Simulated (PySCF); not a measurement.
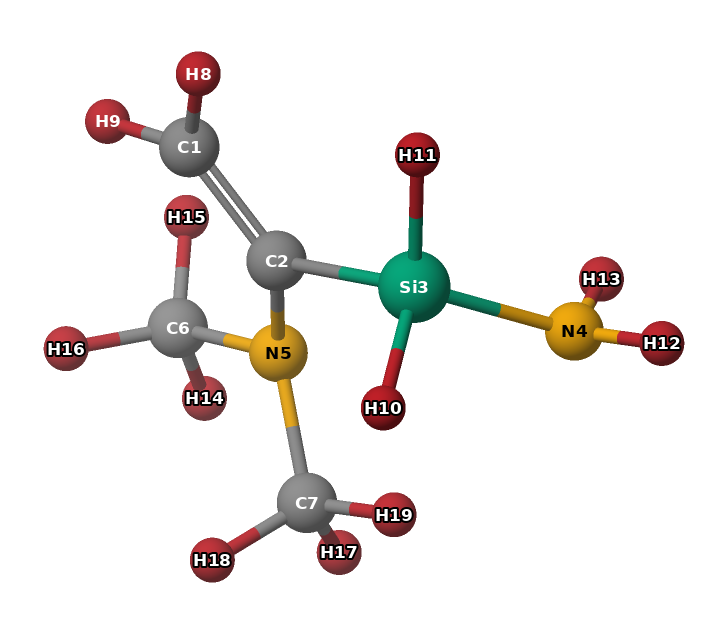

The computed structure is the end point of a GFN2-xTB optimisation. No frequency run is at hand to confirm it as a minimum. Electric field gradients from the ground-state density, PBE0/pcSseg-1 (PySCF 2.14.0), non-relativistic apart from any core potentials.

Give the largest field-gradient component, the quadrupole coupling constant and the asymmetry for 14N at N4 (Q = 20.44 mb), 14N at N5 (Q = 20.44 mb), 2H at H8 (Q = 2.86 mb), 2H at H9 (Q = 2.86 mb), 2H at H10 (Q = 2.86 mb), 2H at H11 (Q = 2.86 mb).

```tsv
atom	V_zz (a.u.)	e²qQ/h (MHz)	η
N4	−0.932	−4.48	0.32
N5	−1.182	−5.68	0.04
H8	0.343	0.231	0.10
H9	0.342	0.230	0.09
H10	0.157	0.106	0.01
H11	0.155	0.104	0.03
```

The geometry is semi-empirical. Around Si such bond lengths and angles can be off by a tenth of an ångström or more and by several degrees, and values that hang on the shape move with them.
